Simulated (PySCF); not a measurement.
## GaPH₆: geometry relaxation (part 1 of 4)

GaPH₆, computed with BHLYP/LANL2DZ, RKS, dispersion D3(0), core potentials lanl2dz (PySCF 2.14.0).

The atoms were displaced at random from an optimised geometry. Figures and captions count atoms from 1; the log counts them from 0 in places.

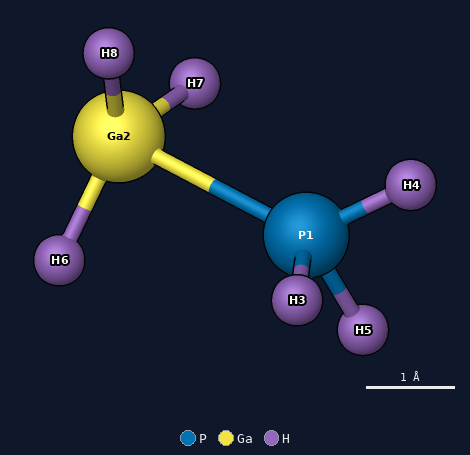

Fig. 1: The starting structure (ball-and-stick view, seen at a tilt; atoms are numbered from 1 in the order of the input). Sticks mark near contacts.

**Summary**

| quantity | value |
| --- | --- |
| outcome | converged |
| total energy | −12.030031 hartree |
| dispersion energy | −0.002341 hartree |
| basis functions | 28 |
| HOMO | −8.98 eV |
| LUMO | 0.92 eV |
| dipole moment | 4.14 D |
| hardware | 1 thread of Intel Xeon @ 2.50GHz (Skylake/Cascade Lake), 189 GiB of memory available, shared host |
| wall time | 2 min |
| peak memory | 0.37 GiB |

**The input (input.py)**
```python
from pyscf import gto, dft
from pyscf.geomopt.geometric_solver import kernel as optimise

molecule = gto.M(
    atom='input.xyz',
    spin=0,
    ecp={'P': 'lanl2dz', 'Ga': 'lanl2dz'},
    verbose=3,
    basis='lanl2dz',
    max_memory=1860,
)

mf = dft.RKS(molecule)
mf.xc = 'bhandhlyp'
mf.disp = 'd3zero'
converged, mol_eq = optimise(mf, maxsteps=100, convergence_set='GAU_TIGHT')
print('converged:', converged)
print(mol_eq.tostring())

mf.reset(mol_eq)
molecule = mol_eq
mf.kernel()
e_tot = mf.e_tot
print(f'total energy: {e_tot:.8f} hartree')
```

**File input.xyz**
```
8

P     -0.500673    -0.042208    -0.845837
Ga     0.832957     0.020098     1.441176
H     -1.964262     0.007501    -0.863759
H     -0.489232    -0.991767    -1.844724
H     -0.313241     1.076097    -1.762359
H      0.218782     1.428295     1.756802
H      2.215363    -0.129565     0.691370
H      0.079107    -1.405008     1.840875
```

Run as:
```bash
OMP_NUM_THREADS=1 python input.py
```

**What the program printed**
```
#|     Arguments passed to driver run_optimizer():      |#
convergence_set           GAU_TIGHT
customengine              <pyscf.geomopt.geometric_solver.PySCFEngine object>
maxiter                   100
----------------------------------------------------------
Custom engine selected.
Bonds will be generated from interatomic distances less than 1.20 times sum of covalent radii
24 internal coordinates being used (instead of 24 Cartesians)
Internal coordinate system (atoms numbered from 1):
Distance 1-2
Distance 1-3
Distance 1-4
Distance 1-5
Distance 2-6
Distance 2-7
Distance 2-8
Angle 2-1-3
Angle 2-1-4
Angle 2-1-5
Angle 3-1-4
Angle 3-1-5
Angle 4-1-5
Angle 1-2-6
Angle 1-2-7
Angle 1-2-8
Angle 6-2-8
Angle 7-2-8
Out-of-Plane 2-6-7-8
Dihedral 3-1-2-6
Dihedral 3-1-2-7
Dihedral 3-1-2-8
Dihedral 4-1-2-6
Dihedral 4-1-2-7
Dihedral 4-1-2-8
Dihedral 5-1-2-6
Dihedral 5-1-2-7
Dihedral 5-1-2-8
Translation-X 1-8
Translation-Y 1-8
Translation-Z 1-8
Rotation-A 1-8
Rotation-B 1-8
Rotation-C 1-8
<class 'geometric.internal.Distance'> : 7
<class 'geometric.internal.Angle'> : 11
<class 'geometric.internal.OutOfPlane'> : 1
<class 'geometric.internal.Dihedral'> : 9
<class 'geometric.internal.TranslationX'> : 1
<class 'geometric.internal.TranslationY'> : 1
<class 'geometric.internal.TranslationZ'> : 1
<class 'geometric.internal.RotationA'> : 1
<class 'geometric.internal.RotationB'> : 1
<class 'geometric.internal.RotationC'> : 1
> ===== Optimization Info: ====
> Job type: Energy minimization
> Maximum number of optimization cycles: 100
> Initial / maximum trust radius (Angstrom): 0.100 / 0.300
> Convergence Criteria:
> Will converge when all 5 criteria are reached:
>  |Delta-E| < 1.00e-06
>  RMS-Grad  < 1.00e-05
>  Max-Grad  < 1.50e-05
>  RMS-Disp  < 4.00e-05
>  Max-Disp  < 6.00e-05
> === End Optimization Info ===

Geometry optimization cycle 1
Cartesian coordinates (Angstrom)
 Atom        New coordinates             dX        dY        dZ
   P  -0.500673  -0.042208  -0.845837    0.000000  0.000000  0.000000
  Ga   0.832957   0.020098   1.441176    0.000000  0.000000  0.000000
   H  -1.964262   0.007501  -0.863759    0.000000  0.000000  0.000000
   H  -0.489232  -0.991767  -1.844724    0.000000  0.000000  0.000000
   H  -0.313241   1.076097  -1.762359    0.000000  0.000000  0.000000
   H   0.218782   1.428295   1.756802   -0.000000  0.000000  0.000000
   H   2.215363  -0.129565   0.691370    0.000000  0.000000  0.000000
   H   0.079107  -1.405008   1.840875    0.000000  0.000000  0.000000

WARN: Mole.unit (angstrom) is changed to Bohr

converged SCF energy = -12.019944747804
--------------- RKS_Scanner gradients ---------------
         x                y                z
0 P     0.0266073309    -0.0261469230     0.0141018423
1 Ga     0.0100804602     0.0223546803     0.0070965440
2 H    -0.0146636035    -0.0031506772    -0.0074609280
3 H    -0.0088712173     0.0194447206     0.0112099375
4 H     0.0002534810     0.0074559583    -0.0107803504
5 H    -0.0012918575    -0.0011032174    -0.0058842562
6 H    -0.0024507209    -0.0019794541    -0.0049638334
7 H    -0.0096631578    -0.0168756949    -0.0033160480
----------------------------------------------
cycle 1: E = -12.0199447478  dE = -12.0199  norm(grad) = 0.0611421
Step    0 : Gradient = 2.162e-02/3.988e-02 (rms/max) Energy = -12.0199447478
Hessian Eigenvalues: 2.30000e-02 4.64037e-02 5.00000e-02 ... 1.85223e-01 1.88524e-01 2.35840e-01

Geometry optimization cycle 2
Cartesian coordinates (Angstrom)
 Atom        New coordinates             dX        dY        dZ
   P  -0.557251  -0.030197  -0.930192   -0.056578  0.012011 -0.084355
  Ga   0.805505  -0.010880   1.409683   -0.027452 -0.030978 -0.031493
   H  -1.976881   0.052045  -0.885212   -0.012619  0.044544 -0.021453
   H  -0.476622  -1.045236  -1.929528    0.012610 -0.053469 -0.084804
   H  -0.359155   1.082650  -1.794350   -0.045914  0.006553 -0.031991
   H   0.254742   1.397301   1.849072    0.035960 -0.030994  0.092270
   H   2.237882  -0.136239   0.759034    0.022519 -0.006674  0.067664
   H   0.150520  -1.345950   1.934793    0.071413  0.059058  0.093918
converged SCF energy = -12.0291477125623
--------------- RKS_Scanner gradients ---------------
         x                y                z
0 P     0.0052201187    -0.0019542758     0.0086860292
1 Ga    -0.0005040720     0.0042339160     0.0035002983
2 H    -0.0006840208     0.0006181340    -0.0028080047
3 H    -0.0023095838    -0.0001220434    -0.0039248492
4 H    -0.0018466915    -0.0000514191    -0.0013565085
5 H     0.0001475347    -0.0004058271    -0.0010072828
6 H    -0.0007544824    -0.0016042687    -0.0005963759
7 H     0.0007301980    -0.0007138391    -0.0024938638
----------------------------------------------
cycle 2: E = -12.0291477126  dE = -0.00920296  norm(grad) = 0.0135518
Step    1 : Displace = 8.836e-02/1.320e-01 (rms/max) Trust = 1.000e-01 (=) Grad = 4.791e-03/1.032e-02 (rms/max) E (change) = -12.0291477126 (-9.203e-03) Quality = 1.142
Hessian Eigenvalues: 2.29998e-02 4.64733e-02 5.00000e-02 ... 1.86177e-01 1.89816e-01 2.50920e-01

Geometry optimization cycle 3
Cartesian coordinates (Angstrom)
 Atom        New coordinates             dX        dY        dZ
   P  -0.574410  -0.019166  -0.955131   -0.017159  0.011031 -0.024939
  Ga   0.794840  -0.027439   1.391731   -0.010665 -0.016559 -0.017951
   H  -1.989155   0.053160  -0.881562   -0.012275  0.001114  0.003650
   H  -0.462510  -1.053657  -1.924693    0.014112 -0.008421  0.004835
   H  -0.355011   1.093309  -1.808789    0.004144  0.010659 -0.014439
   H   0.270181   1.385179   1.860129    0.015439 -0.012123  0.011056
   H   2.241830  -0.121688   0.765154    0.003948  0.014551  0.006120
   H   0.153070  -1.346236   1.966501    0.002549 -0.000286  0.031709
converged SCF energy = -12.0298237037807
--------------- RKS_Scanner gradients ---------------
         x                y                z
0 P     0.0004361205    -0.0006779210     0.0017075447
1 Ga    -0.0017384255     0.0009896639     0.0014030096
2 H     0.0002541653     0.0003275862    -0.0004977488
3 H    -0.0006132556    -0.0003942083    -0.0019459010
4 H    -0.0004317374    -0.0000381065    -0.0001907216
5 H     0.0008662049     0.0000562668    -0.0000890203
6 H     0.0001186822    -0.0003702521     0.0003697004
7 H     0.0011071893     0.0001072762    -0.0007576699
----------------------------------------------
cycle 3: E = -12.0298237038  dE = -0.000675991  norm(grad) = 0.0041663
Step    2 : Displace = 2.326e-02/3.222e-02 (rms/max) Trust = 1.414e-01 (+) Grad = 1.473e-03/2.443e-03 (rms/max) E (change) = -12.0298237038 (-6.760e-04) Quality = 1.189
Hessian Eigenvalues: 2.29938e-02 4.55306e-02 4.98306e-02 ... 1.86300e-01 1.89774e-01 2.45585e-01

Geometry optimization cycle 4
Cartesian coordinates (Angstrom)
 Atom        New coordinates             dX        dY        dZ
   P  -0.575063  -0.009638  -0.955632   -0.000653  0.009528 -0.000500
  Ga   0.794642  -0.032019   1.382721   -0.000198 -0.004580 -0.009010
   H  -1.989424   0.053284  -0.873637   -0.000268  0.000124  0.007925
   H  -0.447270  -1.056869  -1.903568    0.015240 -0.003212  0.021126
   H  -0.348792   1.099076  -1.810486    0.006219  0.005767 -0.001697
   H   0.260355   1.377284   1.855900   -0.009826 -0.007894 -0.004229
   H   2.238534  -0.122281   0.748028   -0.003296 -0.000592 -0.017125
   H   0.145972  -1.345412   1.970096   -0.007098  0.000824  0.003595
converged SCF energy = -12.029950571085
--------------- RKS_Scanner gradients ---------------
         x                y                z
0 P    -0.0004156316    -0.0005648673    -0.0010751329
1 Ga    -0.0005928790     0.0005239045     0.0009005934
2 H     0.0000880019     0.0000809623     0.0003368249
3 H    -0.0001163771     0.0000764215    -0.0003206350
4 H     0.0001650223     0.0001143430     0.0002755652
5 H     0.0002294165     0.0001506730    -0.0000996631
6 H     0.0001941326    -0.0002231487     0.0000925547
7 H     0.0004473383    -0.0001580630    -0.0001109487
----------------------------------------------
cycle 4: E = -12.0299505711  dE = -0.000126867  norm(grad) = 0.00196715
Step    3 : Displace = 1.399e-02/2.618e-02 (rms/max) Trust = 2.000e-01 (+) Grad = 6.955e-04/1.284e-03 (rms/max) E (change) = -12.0299505711 (-1.269e-04) Quality = 1.276
Hessian Eigenvalues: 2.29085e-02 3.49557e-02 4.71977e-02 ... 1.86655e-01 1.89897e-01 2.49074e-01

Geometry optimization cycle 5
Cartesian coordinates (Angstrom)
 Atom        New coordinates             dX        dY        dZ
   P  -0.573879  -0.003384  -0.951286    0.001184  0.006254  0.004346
  Ga   0.794600  -0.034236   1.377082   -0.000042 -0.002217 -0.005639
   H  -1.988526   0.053305  -0.872342    0.000898  0.000021  0.001295
   H  -0.437429  -1.058972  -1.886936    0.009841 -0.002103  0.016632
   H  -0.347541   1.099663  -1.812963    0.001251  0.000587 -0.002477
   H   0.257565   1.372116   1.856915   -0.002790 -0.005168  0.001015
   H   2.235327  -0.120931   0.736555   -0.003206  0.001350 -0.011473
   H   0.138973  -1.344169   1.966511   -0.006998  0.001243 -0.003585
converged SCF energy = -12.0299868159464
--------------- RKS_Scanner gradients ---------------
         x                y                z
0 P    -0.0003487781    -0.0004331567    -0.0013078699
1 Ga     0.0000712598     0.0001232983     0.0004755040
2 H     0.0000555888    -0.0000011517     0.0003926705
3 H    -0.0000310611     0.0002458775     0.0002041128
4 H     0.0002152989     0.0001429163     0.0003185043
5 H    -0.0000657667     0.0000530101    -0.0001763369
6 H     0.0000217208    -0.0000558008    -0.0000056896
7 H     0.0000808112    -0.0000747605     0.0000983738
----------------------------------------------
cycle 5: E = -12.0299868159  dE = -3.62449e-05  norm(grad) = 0.00166085
Step    4 : Displace = 9.533e-03/1.936e-02 (rms/max) Trust = 2.828e-01 (+) Grad = 5.872e-04/1.421e-03 (rms/max) E (change) = -12.0299868159 (-3.624e-05) Quality = 1.376
Hessian Eigenvalues: 2.08346e-02 2.50009e-02 4.68540e-02 ... 1.86696e-01 1.89980e-01 2.56984e-01

Geometry optimization cycle 6
Cartesian coordinates (Angstrom)
 Atom        New coordinates             dX        dY        dZ
   P  -0.573212   0.001820  -0.946221    0.000667  0.005204  0.005065
  Ga   0.794082  -0.034804   1.372838   -0.000519 -0.000567 -0.004244
   H  -1.988586   0.053140  -0.874889   -0.000060 -0.000165 -0.002548
   H  -0.429506  -1.061367  -1.872417    0.007923 -0.002395  0.014519
   H  -0.348692   1.097502  -1.817786   -0.001151 -0.002161 -0.004823
   H   0.259829   1.368924   1.864046    0.002263 -0.003192  0.007131
   H   2.232875  -0.118665   0.728447   -0.002452  0.002266 -0.008108
   H   0.132485  -1.343205   1.959663   -0.006489  0.000964 -0.006848
converged SCF energy = -12.0300063003622
--------------- RKS_Scanner gradients ---------------
         x                y                z
0 P    -0.0000065796    -0.0002287286    -0.0005997385
1 Ga     0.0003348395    -0.0002199797    -0.0000173695
2 H    -0.0000168617    -0.0000139088     0.0002097765
3 H    -0.0000380063     0.0001995476     0.0001927993
4 H     0.0001055008     0.0001048119     0.0001923192
5 H    -0.0001895517     0.0000148623    -0.0001477602
6 H    -0.0000474314     0.0000938028    -0.0000257609
7 H    -0.0001427634     0.0000498773     0.0001951849
----------------------------------------------
cycle 6: E = -12.0300063004  dE = -1.94844e-05  norm(grad) = 0.000941032
Step    5 : Displace = 8.801e-03/1.660e-02 (rms/max) Trust = 3.000e-01 (+) Grad = 3.327e-04/6.419e-04 (rms/max) E (change) = -12.0300063004 (-1.948e-05) Quality = 1.354
Hessian Eigenvalues: 1.64334e-02 2.45478e-02 4.66657e-02 ... 1.86568e-01 1.89888e-01 2.50295e-01

Geometry optimization cycle 7
Cartesian coordinates (Angstrom)
 Atom        New coordinates             dX        dY        dZ
   P  -0.573689   0.005426  -0.943073   -0.000477  0.003606  0.003148
  Ga   0.793346  -0.033595   1.371100   -0.000736  0.001208 -0.001738
   H  -1.989591   0.052833  -0.879059   -0.001006 -0.000307 -0.004170
   H  -0.424459  -1.063783  -1.862326    0.005047 -0.002416  0.010091
   H  -0.350761   1.094403  -1.823649   -0.002069 -0.003099 -0.005863
   H   0.264725   1.368016   1.874165    0.004897 -0.000907  0.010119
   H   2.231180  -0.117108   0.724501   -0.001695  0.001557 -0.003947
   H   0.128714  -1.342904   1.952158   -0.003770  0.000301 -0.007505
converged SCF energy = -12.0300162993181
--------------- RKS_Scanner gradients ---------------
         x                y                z
0 P     0.0001946484    -0.0000905405     0.0001222874
1 Ga     0.0002843451    -0.0003371055    -0.0003128549
2 H    -0.0000240434    -0.0000055143     0.0000204457
3 H    -0.0000627058     0.0000912211    -0.0000052314
4 H    -0.0000007541     0.0000531986     0.0000534266
5 H    -0.0001711942     0.0000065930    -0.0000614732
6 H    -0.0000393437     0.0001401021     0.0000048374
7 H    -0.0001817123     0.0001423768     0.0001781769
----------------------------------------------
cycle 7: E = -12.0300162993  dE = -9.99896e-06  norm(grad) = 0.000715381
Step    6 : Displace = 7.472e-03/1.141e-02 (rms/max) Trust = 3.000e-01 (=) Grad = 2.529e-04/5.407e-04 (rms/max) E (change) = -12.0300162993 (-9.999e-06) Quality = 1.414
Hessian Eigenvalues: 1.29849e-02 2.49748e-02 4.65439e-02 ... 1.86422e-01 1.89774e-01 2.50525e-01

Geometry optimization cycle 8
Cartesian coordinates (Angstrom)
 Atom        New coordinates             dX        dY        dZ
   P  -0.575027   0.008745  -0.941565   -0.001338  0.003319  0.001507
  Ga   0.792526  -0.031290   1.371096   -0.000820  0.002305 -0.000004
   H  -1.991321   0.052640  -0.883765   -0.001730 -0.000193 -0.004706
   H  -0.420321  -1.066590  -1.853435    0.004138 -0.002807  0.008891
   H  -0.352949   1.091151  -1.830587   -0.002187 -0.003252 -0.006938
   H   0.270612   1.368282   1.885823    0.005886  0.000266  0.011658
   H   2.229426  -0.116261   0.722165   -0.001753  0.000846 -0.002335
   H   0.126742  -1.343468   1.944225   -0.001973 -0.000564 -0.007933
converged SCF energy = -12.0300233461775
--------------- RKS_Scanner gradients ---------------
         x                y                z
0 P     0.0002408587    -0.0000144507     0.0005171323
1 Ga     0.0001313226    -0.0002513837    -0.0004071829
2 H    -0.0000165090     0.0000016951    -0.0000904511
3 H    -0.0000630125    -0.0000037092    -0.0001606978
4 H    -0.0000576679     0.0000108101    -0.0000326961
5 H    -0.0000906862     0.0000013361     0.0000219172
6 H    -0.0000086759     0.0001071207     0.0000399133
7 H    -0.0001362834     0.0001489406     0.0001118170
----------------------------------------------
cycle 8: E = -12.0300233462  dE = -7.04686e-06  norm(grad) = 0.000830524
Step    7 : Displace = 7.588e-03/1.313e-02 (rms/max) Trust = 3.000e-01 (=) Grad = 2.936e-04/5.707e-04 (rms/max) E (change) = -12.0300233462 (-7.047e-06) Quality = 1.426
Hessian Eigenvalues: 1.03286e-02 2.54214e-02 4.34159e-02 ... 1.86657e-01 1.89826e-01 2.57165e-01

Geometry optimization cycle 9
Cartesian coordinates (Angstrom)
 Atom        New coordinates             dX        dY        dZ
   P  -0.576668   0.011733  -0.941569   -0.001641  0.002988 -0.000004
  Ga   0.791849  -0.028937   1.372381   -0.000677  0.002353  0.001285
   H  -1.993162   0.052866  -0.887684   -0.001841  0.000226 -0.003919
   H  -0.417115  -1.069319  -1.845922    0.003205 -0.002729  0.007513
   H  -0.354473   1.088628  -1.837241   -0.001525 -0.002523 -0.006654
   H   0.275450   1.368978   1.895879    0.004838  0.000696  0.010056
   H   2.227590  -0.116022   0.720590   -0.001837  0.000239 -0.001575
   H   0.126450  -1.344815   1.937650   -0.000292 -0.001347 -0.006575
converged SCF energy = -12.0300278155376
--------------- RKS_Scanner gradients ---------------
         x                y                z
0 P     0.0001432015    -0.0000006511     0.0004554655
1 Ga    -0.0000102787    -0.0000666785    -0.0002929447
2 H     0.0000013893    -0.0000011201    -0.0000904546
3 H    -0.0000322267    -0.0000391480    -0.0001660101
4 H    -0.0000537003    -0.0000033698    -0.0000432553
5 H    -0.0000063326    -0.0000039325     0.0000565109
6 H     0.0000131969     0.0000295244     0.0000482777
7 H    -0.0000558234     0.0000857475     0.0000322438
----------------------------------------------
cycle 9: E = -12.0300278155  dE = -4.46936e-06  norm(grad) = 0.000616068
Step    8 : Displace = 6.530e-03/1.122e-02 (rms/max) Trust = 3.000e-01 (=) Grad = 2.178e-04/4.774e-04 (rms/max) E (change) = -12.0300278155 (-4.469e-06) Quality = 1.347
Hessian Eigenvalues: 9.28203e-03 2.54553e-02 3.50398e-02 ... 1.86609e-01 1.89835e-01 2.54146e-01

Geometry optimization cycle 10
Cartesian coordinates (Angstrom)
 Atom        New coordinates             dX        dY        dZ
   P  -0.577572   0.013246  -0.942317   -0.000904  0.001514 -0.000748
  Ga   0.791652  -0.028018   1.373752   -0.000198  0.000919  0.001371
   H  -1.994094   0.053545  -0.889186   -0.000931  0.000679 -0.001502
   H  -0.415997  -1.070711  -1.842494    0.001119 -0.001392  0.003428
   H  -0.354646   1.087752  -1.840571   -0.000173 -0.000876 -0.003330
   H   0.276907   1.369308   1.899743    0.001458  0.000330  0.003865
   H   2.226521  -0.115963   0.719850   -0.001068  0.000059 -0.000740
   H   0.127297  -1.346124   1.935373    0.000847 -0.001309 -0.002277
converged SCF energy = -12.0300293287595
--------------- RKS_Scanner gradients ---------------
         x                y                z
0 P     0.0000328421    -0.0000142969     0.0001591556
1 Ga    -0.0000492802     0.0000415724    -0.0001134875
2 H     0.0000064465    -0.0000097648    -0.0000271528
3 H     0.0000014944    -0.0000159792    -0.0000673480
4 H    -0.0000213044     0.0000033770    -0.0000077581
5 H     0.0000257536    -0.0000023200     0.0000340167
6 H     0.0000122086    -0.0000201645     0.0000274255
7 H    -0.0000087207     0.0000179580    -0.0000050103
```
